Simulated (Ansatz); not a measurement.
**Na$_{3}$TaSe$_{4}$: density, localisation and related maps**

The calculation's input:

```
crystal:
  lattice:
    - [1.7717729225, 1.0229335737, 15.9035071826]
    - [-1.7717729225, 1.0229335737, 15.9035071826]
    - [0.0, -2.0458671475, 15.9035071826]
  atoms:
    - { symbol: Na, position: [0.7485350102, 0.7485350102, 0.7485350102] }
    - { symbol: Na, position: [0.5, 0.5, 0.5] }
    - { symbol: Na, position: [0.2514649898, 0.2514649898, 0.2514649898] }
    - { symbol: Ta, position: [0.0, 0.0, 0.0] }
    - { symbol: Se, position: [0.8773464071, 0.8773464071, 0.8773464071] }
    - { symbol: Se, position: [0.6325401873, 0.6325401873, 0.6325401873] }
    - { symbol: Se, position: [0.3674598127, 0.3674598127, 0.3674598127] }
    - { symbol: Se, position: [0.1226535929, 0.1226535929, 0.1226535929] }
kpoints:
  mp_grid: { grid: [8, 8, 8] }
hamiltonian:
  xc: r2scan
  dispersion: rvv10
scf:
  occupations: { method: fermi_dirac, width: 0.03 }
relax:
  f_tol: 0.01
  cell: {}
  max_steps: 120
output:
  write_density: true
  write_potential: true
  elf: true
  volumetric_format: npy
```

Launched as:

```sh
ansatz run input.yaml --threads 4 --pin off --max-ram 4608MiB --backend cpu --events-out ev --progress --plain --runs-dir out
```

Below, planes, directions and counts refer to the conventional cell (a = 3.62 Å, b = 3.62 Å, c = 46.53 Å, α = 90.00°, β = 90.00°, γ = 120.00°).

The fields are those of the run's last geometry, not of the input's.

Space group R-3m; a structure from a database of computed crystals, not necessarily the ambient phase; started from the Mg3ZnO4-166 prototype, which need not be the ambient phase.

The calculation used DFT, r2SCAN+rVV10, plane waves, PAW (Ansatz 0.2.0).

In a PAW calculation such maps are meaningful between the atoms, not at the nuclei.

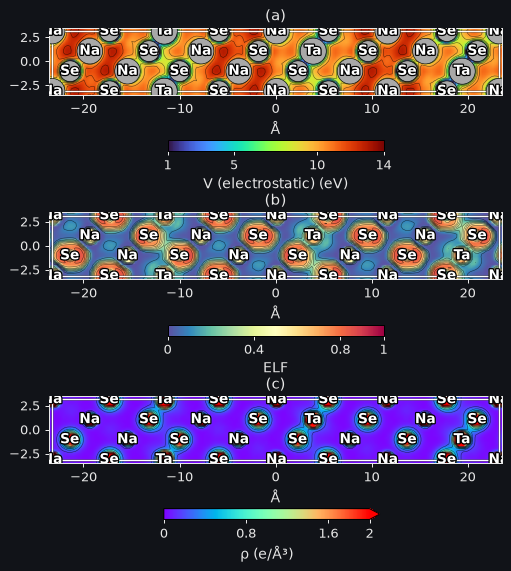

Figure 1. (a) electrostatic potential energy of an electron; (b) electron localisation function; (c) valence pseudo-density on the (110) plane of the conventional cell. Grey discs cover the atomic cores in the potential map.

Interpret the plot.

Answer.
- Atoms in the plane: Na, Ta and Se.
- Ta–Se (2.62 Å): ρ is about 0.44 e/Å³ halfway; the ELF is about 0.45 at the midpoint.
- Na–Se (2.81 Å): the density is about 0.19 e/Å³ at the midpoint; the ELF is about 0.60 at the midpoint; an ionic contact with no shared pair.
- Na–Se (2.93 Å): ρ is about 0.15 e/Å³ halfway; the ELF is about 0.55 at the midpoint (a largely ionic contact).
- Na–Se (3.06 Å): ρ is about 0.11 e/Å³ halfway, with its minimum of 0.06 e/Å³ about 1.2 Å from Na; the ELF is about 0.50 at the midpoint; a closed-shell, largely ionic contact.
- Between the atoms the lowest density in this plane is 0.02 e/Å³.
- The features right at Na and Ta lie inside the PAW spheres, where the map follows smoothed inner orbitals and isn't to be read closely.
- Outside the cores the potential energy rises away from the atoms and is highest about 2.1 Å from the nearest atoms; its zero is arbitrary.

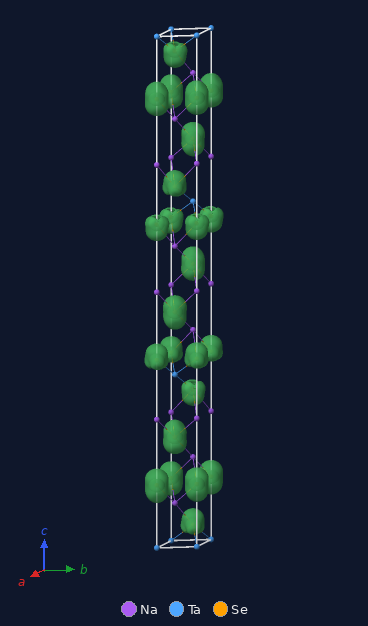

Figure 2. Isosurface of the electron localisation function at 0.75 (green), seen slightly off an axis. Only the valence region is drawn (cores and ρ < 0.01 e/Å³ removed). Sticks mark near contacts.

Describe the localisation domains.

Answer. The ELF exceeds this value in twelve regions wrapped around Se (the valence shell of each), counted in one cell of 24 atoms. Regions shared between cells count once.
